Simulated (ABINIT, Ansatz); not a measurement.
# Converging GW for La2O3 (P-3m1) in ABINIT

What does each rung of G0W0 on La2O3 (P-3m1) cost, and what does it buy?

Program: ABINIT 10.8.3. Level of theory: PBE and many-body steps on it, plane waves. Results are calculated unless marked as measured.

### Step 1. Set-up

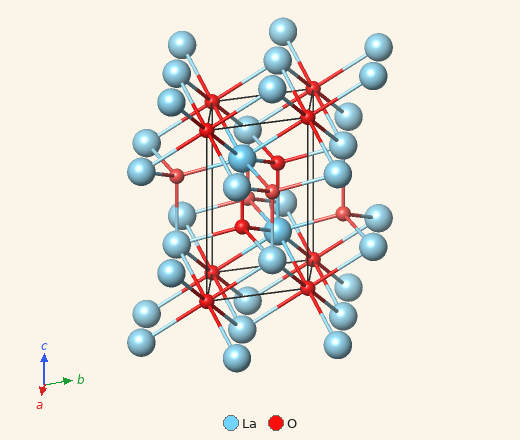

The starting structure, seen from a free direction (lanthanum blue, oxygen red). Some periodic images of atoms are drawn too.

As a file:

```cif
data_structure
_symmetry_space_group_name_H-M 'P-3m1'
_symmetry_Int_Tables_number 164
_cell_length_a 3.9308
_cell_length_b 3.9308
_cell_length_c 6.1120
_cell_angle_alpha 90.000
_cell_angle_beta 90.000
_cell_angle_gamma 120.000
_cell_volume 81.78
loop_
_atom_site_label
_atom_site_type_symbol
_atom_site_symmetry_multiplicity
_atom_site_Wyckoff_symbol
_atom_site_fract_x
_atom_site_fract_y
_atom_site_fract_z
_atom_site_occupancy
La1 La 2 d 0.66667 0.33333 0.75376 1
O1 O 2 d 0.66667 0.33333 0.35411 1
O2 O 1 a 0.00000 0.00000 0.00000 1
```

The cell and positions are those that the Materials Project relaxed with its own functionals (PBE, PBE+U or r2SCAN), kept fixed. Spin-orbit coupling is left out unless a step names it.

### Step 2. Empty states on the mesh, 3×3×2 mesh, 471 bands

This step: ABINIT 10.8.3; DFT, PBE, plane waves, norm-conserving pseudopotentials.

The sums over transitions need many empty states on a uniform mesh; this step solves for them.

Input file run.abi:

```
acell 3*1.0 Angstrom
rprim 
  3.930777878010 -0.000000000002 0.000000000000
  -1.965388939003 3.404153498992 0.000000000000
  0.000000000000 0.000000000000 6.111953520000
ntypat 2
znucl 57 8
natom 5
typat 1 1 2 2 2
xred 
  0.666666666667 0.333333333333 0.753764320000
  0.333333333333 0.666666666667 0.246235680000
  0.666666666667 0.333333333333 0.354109350000
  0.333333333333 0.666666666667 0.645890650000
  -0.000000000000 -0.000000000000 0.000000000000
pp_dirpath "pseudos"
pseudos "La.upf, O.upf"
ecut 50
ngkpt 3 3 2
nshiftk 1
shiftk 0 0 0
kptopt 1
chksymbreak 0
iscf -2
irdden 1
istwfk *1
nband 471
nbdbuf 42
tolwfr 1e-09
nstep 60
prtvol 0
indata_prefix "in"
outdata_prefix "out"
tmpdata_prefix "tmp"
```

On the command line:

```sh
> OMP_NUM_THREADS=1 mpirun -n 6 abinit run.abi > log
```

Numbers of over 12 decimals in the logs are rounded to 6 here.

Output:

```text
.Version 10.8.3 of ABINIT. v10.8.2 released Aug 2026.

 Symmetries : space group P-3 m 1 (#164); Bravais hP (primitive hexag.)
[... echo of the input left out ...]
== DATASET  1 ==================================================================
-   mpi_nproc: 6, omp_nthreads: 1 (-1 if OMP is not activated)

--- !DatasetInfo
iteration_state: {dtset: 1, }
dimensions: {natom: 5, nkpt: 6, mband: 471, nsppol: 1, nspinor: 1, nspden: 1, mpw: 9367, }
cutoff_energies: {ecut:  50.0, pawecutdg:  -1.0, }
[...]
6.13694    6.16686    6.16686    6.18255    6.18255    6.19925    6.22132    6.22603
   6.22604    6.24099    6.25413    6.25414    6.26841    6.26867    6.26901    6.27797
   6.27884    6.30481    6.30567    6.33906    6.34152    6.34284    6.35523
 prteigrs : prtvol=0 or 1, do not print more k-points.

== END DATASET(S) ==============================================================
================================================================================

 -outvars: echo values of variables after computation  --------
            nband         471
             nkpt           6
          spgroup         164
 [... the other variables as echoed above ...]

 Calculation completed.
```

It took 4 min on 6 MPI ranks of AMD EPYC 9R45, shared host; peak memory 1 GiB; 24 min of CPU time.

This step gave:

| Item | Value |
| --- | --- |
| gap | 3.940 eV |
| k of the valence top | 0.3333, 0, 0.5 |
| k of the conduction bottom | 0.3333, 0.3333, 0 |
| least direct gap | 3.982 eV |
| k points computed | 6 |
| lowest point of the top converged band, above the valence top | 154.9610 eV |

On this mesh the gap is 3.940 eV.

The density comes from a self-consistent run that is not shown.

### Step 3. Screening, 3×3×2 mesh, 71 bands, screening to 95.2 eV

The RPA dielectric matrix is built and inverted for each q.

This step: RPA screening on PBE, plane waves, norm-conserving pseudopotentials.

Edit run.abi of step 2 so:

```diff
@@ -23,10 +23,11 @@
 chksymbreak 0
-iscf -2
-irdden 1
 istwfk *1
-nband 471
-nbdbuf 42
-tolwfr 1e-09
-nstep 60
-prtvol 0
+occopt 1
+irdwfk 1
+optdriver 3
+nband 71
+ecuteps 3.5
+inclvkb 2
+awtr 1
+symchi 1
 indata_prefix "in"
```

On the command line:

```sh
> OMP_NUM_THREADS=1 mpirun -n 8 abinit run.abi > log
```

Output:

```text
.Version 10.8.3 of ABINIT. v10.8.2 released Aug 2026.

 Symmetries : space group P-3 m 1 (#164); Bravais hP (primitive hexag.)
[... echo of the input left out ...]
== DATASET  1 ==================================================================
-   mpi_nproc: 8, omp_nthreads: 1 (-1 if OMP is not activated)

--- !DatasetInfo
iteration_state: {dtset: 1, }
dimensions: {natom: 5, nkpt: 6, mband: 71, nsppol: 1, nspinor: 1, nspden: 1, mpw: 9367, }
cutoff_energies: {ecut:  50.0, pawecutdg:  -1.0, }
electrons: {nelect:   4.00000000E+01, charge:   0.00000000E+00, occopt:   1.00000000E+00, tsmear:   1.00000000E-02, }

 SCREENING: Calculation of the susceptibility and dielectric matrices

 Based on a program developped by R.W. Godby, V. Olevano, G. Onida, and L. Reining.
 Incorporated in ABINIT by V. Olevano, G.-M. Rignanese, and M. Torrent.
.Using double precision arithmetic ; gwpc =  8

[... cell and pseudopotentials left out ...]
--------------------------------------------------------------------------------

 ==== K-mesh for the wavefunctions ====
 Number of points in the irreducible wedge :     6
[... list of points left out ...]
 Together with 12 symmetry operations and time-reversal symmetry
 yields    18 points in the full Brillouin Zone.

 ==== Q-mesh for the screening function ====
 Number of points in the irreducible wedge :     6
[... list of points left out ...]
 Together with 12 symmetry operations and time-reversal symmetry
 yields    18 points in the full Brillouin Zone.

 setmesh: FFT mesh size selected  =    25x   25x   48
          total number of points  =        30000

 vcoul_init : cutoff-mode = AUXILIARY_FUNCTION
 q-points for optical limit:   1
     1)      0.000010    0.000020    0.000030

- screening: taking advantage of time-reversal symmetry
- Maximum band index for partially occupied states nbvw = 20
- Remaining bands to be divided among processors   nbcw = 51
- Number of bands treated by each node ~6

 Number of electrons calculated from density =   40.0000; Expected =   40.0000
 average of density, n =  0.072476
 r_s =    1.4879
 omega_plasma =   25.9689 [eV]

 calculating chi0 at frequencies [eV] :
  1    0.000000E+00    0.000000E+00
  2    0.000000E+00    2.596889E+01

--------------------------------------------------------------------------------
  q-point number  1        q = ( 0.000000, 0.000000, 0.000000) [r.l.u.]
--------------------------------------------------------------------------------
[... chi0 elements left out ...]
 For q-point:  0.000010 0.000020 0.000030
  dielectric constant =   4.5663
  dielectric constant without local fields =   4.9044

  Average fulfillment of the sum rule on Im[epsilon] for q-point    1 :     43.70  [%]
[... wings left out ...]
  q-point number  2        q = ( 0.333333, 0.000000, 0.000000) [r.l.u.]
--------------------------------------------------------------------------------
[... chi0 elements left out ...]
  Average fulfillment of the sum rule on Im[epsilon] for q-point    2 :     54.06  [%]

 [... 4 further q-points ...]
```

It took 7 s on 8 MPI ranks; peak memory 1.8 GiB; 54 s of CPU time.

This step gave:

| Property | Result |
| --- | --- |
| ε∞ with local fields, on this mesh, along the program's q direction | 4.566 |
| the same without local fields | 4.904 |
| plasma frequency | 25.97 eV |
| plane waves in the screening matrix | 183 |

Local fields lower ε∞ by 7 %. On a Γ-centred mesh this coarse the value itself is usually too large, while a short band sum pulls it down.

### Step 4. 71 bands, 95.2 eV

The self-energy is evaluated for the states that the input lists, and the levels follow from it, in one-shot runs by the linearised quasiparticle equation.

This step: G0W0 on PBE, plane waves, norm-conserving pseudopotentials.

Edit run.abi of step 3 so:

```diff
@@ -26,8 +26,19 @@
 irdwfk 1
-optdriver 3
+optdriver 4
 nband 71
+gwcalctyp 0
+ecutsigx 50
+symsigma 1
+nkptgw 3
+kptgw 
+  0.3333333333 0.0000000000 0.5000000000
+  0.3333333333 0.3333333333 0.0000000000
+  0.0000000000 0.0000000000 0.0000000000
+bdgw 
+  19 22
+  19 23
+  18 23
 ecuteps 3.5
-inclvkb 2
-awtr 1
-symchi 1
+irdscr 1
+ppmodel 1
 indata_prefix "in"
```

Output:

```text
.Version 10.8.3 of ABINIT. v10.8.2 released Aug 2026.

 Symmetries : space group P-3 m 1 (#164); Bravais hP (primitive hexag.)
[... echo of the input left out ...]
== DATASET  1 ==================================================================
-   mpi_nproc: 8, omp_nthreads: 1 (-1 if OMP is not activated)

--- !DatasetInfo
iteration_state: {dtset: 1, }
dimensions: {natom: 5, nkpt: 6, mband: 71, nsppol: 1, nspinor: 1, nspden: 1, mpw: 9367, }
cutoff_energies: {ecut:  50.0, pawecutdg:  -1.0, }
electrons: {nelect:   4.00000000E+01, charge:   0.00000000E+00, occopt:   1.00000000E+00, tsmear:   1.00000000E-02, }

 SIGMA: Calculation of the GW corrections

 Based on a program developped by R.W. Godby, V. Olevano, G. Onida, and L. Reining.
 Incorporated in ABINIT by V. Olevano, G.-M. Rignanese, and M. Torrent.
.Using double precision arithmetic ; gwpc =  8

[... cell and pseudopotentials left out ...]
--------------------------------------------------------------------------------

 ==== K-mesh for the wavefunctions ====
 Number of points in the irreducible wedge :     6
[... list of points left out ...]
 Together with 12 symmetry operations and time-reversal symmetry
 yields    18 points in the full Brillouin Zone.

 ==== Q-mesh for screening function ====
 Number of points in the irreducible wedge :     6
[... list of points left out ...]
 Together with 12 symmetry operations and time-reversal symmetry
 yields    18 points in the full Brillouin Zone.

 vcoul_init : cutoff-mode = AUXILIARY_FUNCTION
 q-points for optical limit:   1
     1)      0.000010    0.000020    0.000030
 setmesh: FFT mesh size selected  =    45x   45x   75
          total number of points  =       151875

 Number of electrons calculated from density =   40.0000; Expected =   40.0000
 average of density, n =  0.072476
 r_s =    1.4879
 omega_plasma =   25.9689 [eV]

 === KS Band Gaps ===
  >>>> For spin  1
   Minimum direct gap =   3.9821 [eV], located at k-point      :   0.3333  0.3333  0.0000
   Fundamental gap    =   3.9403 [eV], Top of valence bands at :   0.3333  0.0000  0.5000
                                       Bottom of conduction at :   0.3333  0.3333  0.0000
 SIGMA fundamental parameters:
 PLASMON POLE MODEL  1
 number of plane-waves for SigmaX                 9367
 number of plane-waves for SigmaC and W            183
 number of plane-waves for wavefunctions          9367
 number of bands                                    71
 number of independent spin polarizations            1
 number of spinorial components                      1
 number of k-points in IBZ                           6
 number of q-points in IBZ                           6
 number of symmetry operations                      12
 number of k-points in BZ                           18
 number of q-points in BZ                           18
 number of frequencies for dSigma/dE                 9
 frequency step for dSigma/dE [eV]                0.25
 number of omega for Sigma on real axis              0
 max omega for Sigma on real axis  [eV]           0.00
 zcut for avoiding poles [eV]                     0.10

 EPSILON^-1 parameters (SCR file):
 dimension of the eps^-1 matrix on file            183
 dimension of the eps^-1 matrix used               183
 number of plane-waves for wavefunctions          9367
 number of bands                                    71
 number of q-points in IBZ                           6
 number of frequencies                               2
 number of real frequencies                          1
 number of imag frequencies                          1

 matrix elements of self-energy operator (all in [eV])

 Perturbative Calculation

--- !SelfEnergy_ee
iteration_state: {dtset: 1, }
kpoint     : [   0.333,    0.000,    0.500, ]
spin       : 1
KS_gap     :    4.466
QP_gap     :    7.075
Delta_QP_KS:    2.610
data: !SigmaeeData |
     Band     E0 <VxcDFT>   SigX SigC(E0)      Z dSigC/dE  Sig(E)    E-E0       E
       19   5.682 -18.475 -23.105   4.829   0.771  -0.296 -18.322   0.154   5.836
       20   5.935 -18.990 -23.520   4.776   0.773  -0.294 -18.800   0.190   6.125
       21  10.400 -13.777  -5.562  -4.754   0.809  -0.236 -10.977   2.799  13.200
       22  10.762 -13.694  -5.101  -4.968   0.808  -0.238 -10.766   2.928  13.689

--- !SelfEnergy_ee
iteration_state: {dtset: 1, }
kpoint     : [   0.333,    0.333,    0.000, ]
spin       : 1
KS_gap     :    3.982
QP_gap     :    5.236
Delta_QP_KS:    1.254
data: !SigmaeeData |
     Band     E0 <VxcDFT>   SigX SigC(E0)      Z dSigC/dE  Sig(E)    E-E0       E
       19   5.221 -17.724 -22.695   4.928   0.768  -0.303 -17.757  -0.032   5.189
       20   5.893 -19.229 -23.698   4.746   0.780  -0.283 -19.013   0.216   6.109
[...]
--- !SelfEnergy_ee
iteration_state: {dtset: 1, }
kpoint     : [   0.000,    0.000,    0.000, ]
spin       : 1
KS_gap     :    4.412
QP_gap     :    6.656
Delta_QP_KS:    2.244
data: !SigmaeeData |
     Band     E0 <VxcDFT>   SigX SigC(E0)      Z dSigC/dE  Sig(E)    E-E0       E
[...]
21  10.301 -11.820  -3.888  -4.908   0.820  -0.219  -9.340   2.480  12.781
       22  10.583 -12.686  -4.857  -4.819   0.817  -0.225 -10.228   2.458  13.041
       23  10.583 -12.686  -4.857  -4.819   0.817  -0.225 -10.228   2.458  13.041

== END DATASET(S) ==============================================================
================================================================================

 -outvars: echo values of variables after computation  --------
           etotal      0.0000000000E+00
            nband          71
             nkpt           6
          spgroup         164
 [... the other variables as echoed above ...]

 Calculation completed.
```

Wall time 3.9 s (8 MPI ranks); peak memory 1.2 GiB.

This step gave:

* G0W0 gap on the points computed: 5.220 eV
* starting gap on the mesh: 3.940 eV
* k of the valence top: 0.3333, 0, 0.5
* k of the conduction bottom: 0.3333, 0.3333, 0
* Z at the valence top: 0.773
* Z at the conduction bottom: 0.831
* least direct G0W0 gap on the computed points: 5.236 eV

The gap on the mesh goes from 3.94 eV to 5.22 eV, a correction of +1.28 eV.

### Step 5. Screening, 3×3×2 mesh, 186 bands, screening to 176.9 eV

This step: RPA screening on PBE, plane waves, norm-conserving pseudopotentials.

Edit run.abi of step 4 so:

```diff
@@ -26,19 +26,8 @@
 irdwfk 1
-optdriver 4
-nband 71
-gwcalctyp 0
-ecutsigx 50
-symsigma 1
-nkptgw 3
-kptgw 
-  0.3333333333 0.0000000000 0.5000000000
-  0.3333333333 0.3333333333 0.0000000000
-  0.0000000000 0.0000000000 0.0000000000
-bdgw 
-  19 22
-  19 23
-  18 23
-ecuteps 3.5
-irdscr 1
-ppmodel 1
+optdriver 3
+nband 186
+ecuteps 6.5
+inclvkb 2
+awtr 1
+symchi 1
 indata_prefix "in"
```

Output:

```text
.Version 10.8.3 of ABINIT. v10.8.2 released Aug 2026.

 Symmetries : space group P-3 m 1 (#164); Bravais hP (primitive hexag.)
[... echo of the input left out ...]
== DATASET  1 ==================================================================
-   mpi_nproc: 8, omp_nthreads: 1 (-1 if OMP is not activated)

--- !DatasetInfo
iteration_state: {dtset: 1, }
dimensions: {natom: 5, nkpt: 6, mband: 186, nsppol: 1, nspinor: 1, nspden: 1, mpw: 9367, }
cutoff_energies: {ecut:  50.0, pawecutdg:  -1.0, }
electrons: {nelect:   4.00000000E+01, charge:   0.00000000E+00, occopt:   1.00000000E+00, tsmear:   1.00000000E-02, }

 SCREENING: Calculation of the susceptibility and dielectric matrices

 Based on a program developped by R.W. Godby, V. Olevano, G. Onida, and L. Reining.
 Incorporated in ABINIT by V. Olevano, G.-M. Rignanese, and M. Torrent.
.Using double precision arithmetic ; gwpc =  8

[... cell and pseudopotentials left out ...]
--------------------------------------------------------------------------------

 ==== K-mesh for the wavefunctions ====
 Number of points in the irreducible wedge :     6
[... list of points left out ...]
 Together with 12 symmetry operations and time-reversal symmetry
 yields    18 points in the full Brillouin Zone.

 ==== Q-mesh for the screening function ====
 Number of points in the irreducible wedge :     6
[... list of points left out ...]
 Together with 12 symmetry operations and time-reversal symmetry
 yields    18 points in the full Brillouin Zone.

 setmesh: FFT mesh size selected  =    27x   27x   50
          total number of points  =        36450

 vcoul_init : cutoff-mode = AUXILIARY_FUNCTION
 q-points for optical limit:   1
     1)      0.000010    0.000020    0.000030

- screening: taking advantage of time-reversal symmetry
- Maximum band index for partially occupied states nbvw = 20
- Remaining bands to be divided among processors   nbcw = 166
- Number of bands treated by each node ~20

 Number of electrons calculated from density =   40.0000; Expected =   40.0000
 average of density, n =  0.072476
 r_s =    1.4879
 omega_plasma =   25.9689 [eV]

 calculating chi0 at frequencies [eV] :
  1    0.000000E+00    0.000000E+00
  2    0.000000E+00    2.596889E+01

--------------------------------------------------------------------------------
  q-point number  1        q = ( 0.000000, 0.000000, 0.000000) [r.l.u.]
--------------------------------------------------------------------------------
[... chi0 elements left out ...]
 For q-point:  0.000010 0.000020 0.000030
  dielectric constant =   4.5577
  dielectric constant without local fields =   4.9539

  Average fulfillment of the sum rule on Im[epsilon] for q-point    1 :     77.05  [%]
[... wings left out ...]
  q-point number  2        q = ( 0.333333, 0.000000, 0.000000) [r.l.u.]
--------------------------------------------------------------------------------
[... chi0 elements left out ...]
  Average fulfillment of the sum rule on Im[epsilon] for q-point    2 :     81.95  [%]

 [... 4 further q-points ...]
```

Wall time 19 s (8 MPI ranks); peak memory 2.6 GiB.

This step gave:

```
ε∞ with local fields, on this mesh, along the program's q direction : 4.558
the same without local fields                                       : 4.954
plasma frequency                                                    : 25.97 eV
plane waves in the screening matrix                                 : 439
```

(Continued in part 2 of 2.)

[Paths, hosts, dates, memory and timing lines, banners, echoed tables and standing remarks are left out of the program output.]

[Logs are printed without paths, hosts, clocks, repeated set-up lines and the standing remarks that a program may print on its own settings, such as how far it seeks lower states.]

[Runs of the session that timed out or met a known fault of the program may be left out.]

[Hosts, paths, dates, database ids (printed as entryN), source tags and the programs' standing remarks are cut or masked in the printed files.]

[G0W0 gaps are taken among the corrected bands and points alone; a level outside them can change the order at an edge.]

[Where Ansatz stands beside ABINIT at settings called matched, ABINIT's density can come from a denser mesh and the files from another edition; pairs whose starting gaps differed by over 0.03 eV were left out, so agreement reads better than it is.]
